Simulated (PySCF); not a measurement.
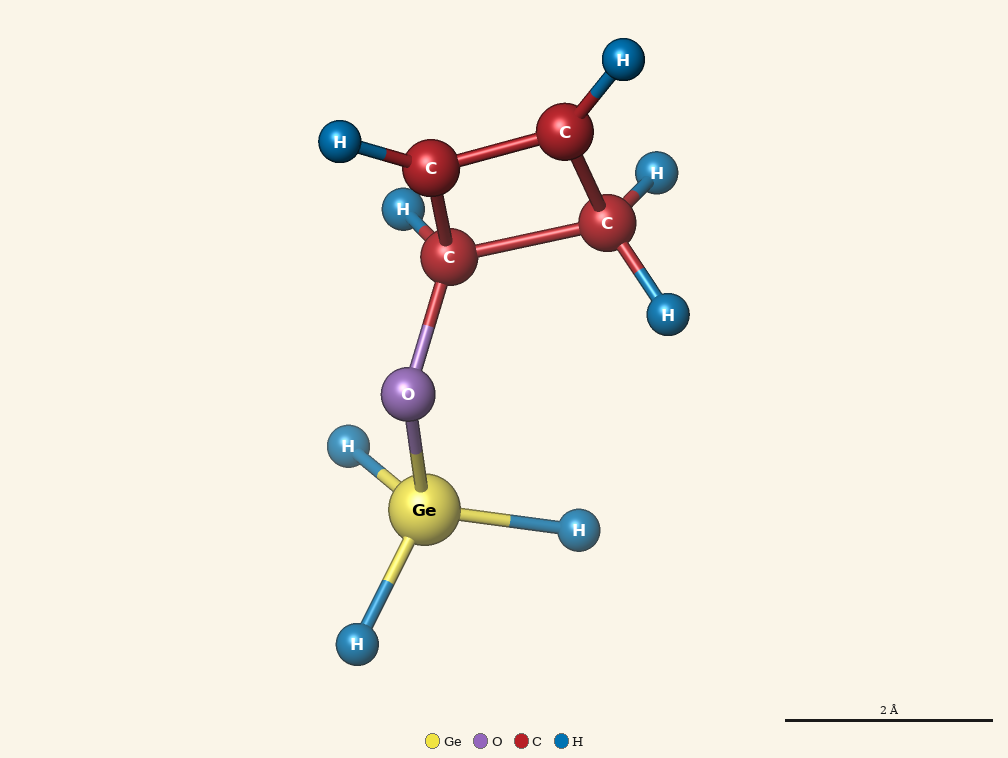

Distant atoms are faded towards the background colour. Computed geometry: PBE0-D3(BJ)/def2-SVP optimisation. No frequency run is at hand to confirm it as a minimum. Masses are those of the most abundant isotopes; constants are for the rigid equilibrium geometry.

### What kind of rotor is it, and what are its rotational constants in cm⁻¹?

An asymmetric top (C1): A = 0.292, B = 0.0353, C = 0.0329 cm⁻¹. Ray's parameter κ is −0.98, close to the prolate limit.
